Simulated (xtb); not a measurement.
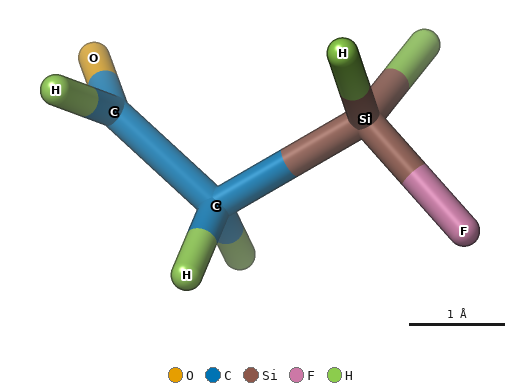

The structure (stick view, seen at a tilt). Bond lengths as drawn: C–C 1.48 Å, C–H 1.09 to 1.11 Å, C–O 1.20 Å, C–Si 1.91 Å, F–Si 1.61 Å and H–Si 1.45 Å.

**Energy and gradient calculation, with input and output: C₂H₅FOSi**

C₂H₅FOSi, SMILES O=CC[SiH2]F, computed with GFN0-xTB (xtb 6.7.1).

The geometry comes from this level: GFN2-xTB.

Input file (in.coord)
```
$coord angs
    -0.8359300    -1.2661800     1.8466500  O
     0.0996300    -0.6725600     1.3815800  C
     0.4531400    -0.6144300    -0.0542700  C
    -0.4184500     0.8870500    -0.8592500  Si
     0.1429500     0.9306900    -2.3683500  F
     0.7655400    -0.0694100     2.0312800  H
     1.5299400    -0.5152100    -0.1830700  H
     0.1082700    -1.5171500    -0.5598300  H
    -1.8515200     0.6937300    -0.9728300  H
     0.0064200     2.1434800    -0.2619000  H
$end
```

Machine: 1 thread of Arm Neoverse V1, 24 GiB of memory available, shared host.

Launched with:
```bash
xtb in.coord --gfn 0 --grad > in.out 2> xtb.err
```

Output
```
* xtb version 6.7.1
   ID    Z sym.   atoms
    1    8 O      1
    2    6 C      2, 3
    3   14 Si     4
    4    9 F      5
    5    1 H      6-10

           -------------------------------------------------
          |                Calculation Setup                |
           -------------------------------------------------

          program call               : xtb in.coord --gfn 0 --grad
          coordinate file            : in.coord
          omp threads                :                     1

           -------------------------------------------------
          |                 G F N 0 - x T B                 |
           -------------------------------------------------

      * Hamiltonian:
        H0-scaling (s, p, d)           2.000000    2.486800    2.270000
        zeta-weighting                 1.000000
      * Dispersion:
        s8                             2.850000
        a1                             0.800000
        a2                             4.600000
        s9                             0.000000
      * Repulsion:
        kExp                           1.500000
        rExp                           1.000000
      * Coulomb:
        alpha                          0.000000
        third order                    atomic
        anisotropic                    false
      * Polar bond correction:
        rad-shift                      0.053700
        strength                      -0.012900
        en-exp                         3.484700
        en-scale                       0.509700

          ...................................................
          :                      SETUP                      :
          :.................................................:
          :  # basis functions                  36          :
          :  # atomic orbitals                  35          :
          :  # shells                           21          :
          :  # electrons                        30          :
          :  electronic temp.          300.0000000     K    :
          :  accuracy                    1.0000000          :
          :  -> integral cutoff          0.2500000E+02      :
          :  -> integral neglect         0.1000000E-07      :
          ...................................................
  Checking positiv definite overlap ...  done.

         #    Occupation            Energy/Eh            Energy/eV
      -------------------------------------------------------------
         1        2.0000           -0.8220780             -22.3699
       ...           ...                  ...                  ...
         9        2.0000           -0.4888338             -13.3018
        10        2.0000           -0.4786611             -13.0250
        11        2.0000           -0.4522413             -12.3061
        12        2.0000           -0.4479076             -12.1882
        13        2.0000           -0.4427375             -12.0475
        14        2.0000           -0.4341649             -11.8142
        15        2.0000           -0.4041689             -10.9980 (HOMO)
        16                         -0.2735936              -7.4449 (LUMO)
        17                         -0.2182746              -5.9396
        18                         -0.2021535              -5.5009
        19                         -0.1966664              -5.3516
        20                         -0.1381026              -3.7580
       ...                                ...                  ...
        35                          0.8697640              23.6675
      -------------------------------------------------------------
                  HL-Gap            0.1305752 Eh            3.5531 eV
             Fermi-level            0.0000000 Eh            0.0000 eV

 EHT (total)                   0 d,  0 h,  0 min,  0.002 sec
 EHT setup                      ...        0 min,  0.000 sec (  2.352%)
 Coordination number            ...        0 min,  0.000 sec (  1.131%)
 EEQ model density              ...        0 min,  0.000 sec (  1.347%)
 D4 Dispersion                  ...        0 min,  0.000 sec (  5.013%)
 Integral evaluation            ...        0 min,  0.000 sec ( 25.044%)
 Cholesky factorization         ...        0 min,  0.000 sec (  4.305%)
 Zeroth order Hamiltonian       ...        0 min,  0.000 sec ( 15.457%)
 Gradient calculation           ...        0 min,  0.001 sec ( 41.998%)

         :::::::::::::::::::::::::::::::::::::::::::::::::::::
         ::                     SUMMARY                     ::
         :::::::::::::::::::::::::::::::::::::::::::::::::::::
         :: total energy             -15.987116203395 Eh    ::
         :: gradient norm              0.021165848831 Eh/a0 ::
         :: HOMO-LUMO gap              3.553133400060 eV    ::
         ::.................................................::
         :: H0 energy                -16.020924722958 Eh    ::
         :: repulsion energy           0.161577988325 Eh    ::
         :: electrostat energy        -0.112997376531 Eh    ::
         :: -> Gsolv                   0.000000000000 Eh    ::
         ::    -> Gsasa                0.000000000000 Eh    ::
         ::    -> Gshift               0.000000000000 Eh    ::
         :: dispersion energy         -0.002293017071 Eh    ::
         :: short-range corr.         -0.012479075160 Eh    ::
         :: add. restraining           0.000000000000 Eh    ::
         :: total charge              -0.000000000000 e     ::
         :::::::::::::::::::::::::::::::::::::::::::::::::::::

           -------------------------------------------------
          |                Property Printout                |
           -------------------------------------------------

    * Orbital Energies and Occupations

         #    Occupation            Energy/Eh            Energy/eV
      -------------------------------------------------------------
         1        2.0000           -0.8220780             -22.3699
       ...           ...                  ...                  ...
         3        2.0000           -0.6227293             -16.9453
         4        2.0000           -0.5921039             -16.1120
         5        2.0000           -0.5701249             -15.5139
         6        2.0000           -0.5479209             -14.9097
         7        2.0000           -0.5195751             -14.1384
         8        2.0000           -0.4982469             -13.5580
         9        2.0000           -0.4888338             -13.3018
        10        2.0000           -0.4786611             -13.0250
        11        2.0000           -0.4522413             -12.3061
        12        2.0000           -0.4479076             -12.1882
        13        2.0000           -0.4427375             -12.0475
        14        2.0000           -0.4341649             -11.8142
        15        2.0000           -0.4041689             -10.9980 (HOMO)
        16                         -0.2735936              -7.4449 (LUMO)
        17                         -0.2182746              -5.9396
        18                         -0.2021535              -5.5009
        19                         -0.1966664              -5.3516
        20                         -0.1381026              -3.7580
        21                         -0.1220855              -3.3221
        22                         -0.1013326              -2.7574
        23                         -0.0825534              -2.2464
        24                         -0.0733363              -1.9956
        25                         -0.0272503              -0.7415
        26                         -0.0166112              -0.4520
       ...                                ...                  ...
        35                          0.8697640              23.6675
      -------------------------------------------------------------
                  HL-Gap            0.1305752 Eh            3.5531 eV
             Fermi-level            0.0000000 Eh            0.0000 eV

     #   Z          covCN         q      C6AA      α(0)
     1   8          0.856    -0.485    23.373     6.487
     2   6          2.792     0.340    22.430     7.733
     3   6          3.700    -0.485    35.514     8.621
     4  14          3.456     0.592   138.740    22.130
     5   9          0.705    -0.279    12.141     4.015
     6   1          0.922     0.058     2.224     2.332
     7   1          0.925     0.165     1.296     1.781
     8   1          0.924     0.205     1.074     1.620
     9   1          0.922    -0.047     4.021     3.136
    10   1          0.921    -0.064     4.452     3.300

 Mol. C6AA /au·bohr⁶  :       1455.238688
 Mol. C8AA /au·bohr⁸  :      47462.433727
 Mol. α(0) /au        :         61.155010

Wiberg/Mayer (AO) data.
largest (>0.10) Wiberg bond orders for each atom

 ---------------------------------------------------------------------------
     #   Z sym  total        # sym  WBO       # sym  WBO       # sym  WBO
 ---------------------------------------------------------------------------
     1   8      2.031 --     2      1.834
     2   6      3.896 --     1      1.834     3      1.072     6      0.942
     3   6      3.925 --     2      1.072     7      0.944     8      0.942
                             4      0.848
     4  14      3.853 --     5      1.062     9      0.896    10      0.895
                             3      0.848
     5   9      1.093 --     4      1.062
     6   1      0.994 --     2      0.942
     7   1      0.984 --     3      0.944
     8   1      0.990 --     3      0.942
     9   1      0.921 --     4      0.896
    10   1      0.921 --     4      0.895
 ---------------------------------------------------------------------------

Topologies differ in total number of bonds
Writing topology from bond orders to xtbtopo.mol

 dipole moment from electron density (au)
     X       Y       Z
   0.5745   0.4912  -0.0583  total (Debye):    1.927

           -------------------------------------------------
          | TOTAL ENERGY              -15.987116203395 Eh   |
          | GRADIENT NORM               0.021165848831 Eh/α |
          | HOMO-LUMO GAP               3.553133400060 eV   |
           -------------------------------------------------

------------------------------------------------------------------------
------------------------------------------------------------------------
 total:
 *  cpu-time:     0 d,  0 h,  0 min,  0.010 sec
 * ratio c/w:     1.000 speedup
 SCF:
 *  cpu-time:     0 d,  0 h,  0 min,  0.002 sec
 * ratio c/w:     1.000 speedup
```

Standard error
```
normal termination of xtb
```

Results in brief

- outcome: converged
- electrons treated: 30
- total energy: −15.987116 hartree
- dispersion energy: −0.002293 hartree
- basis functions: 36
- largest force: 0.630 eV/Å
- HOMO: −11.00 eV
- LUMO: −7.44 eV
- dipole moment: 1.93 D
- peak memory: 0.072 GiB
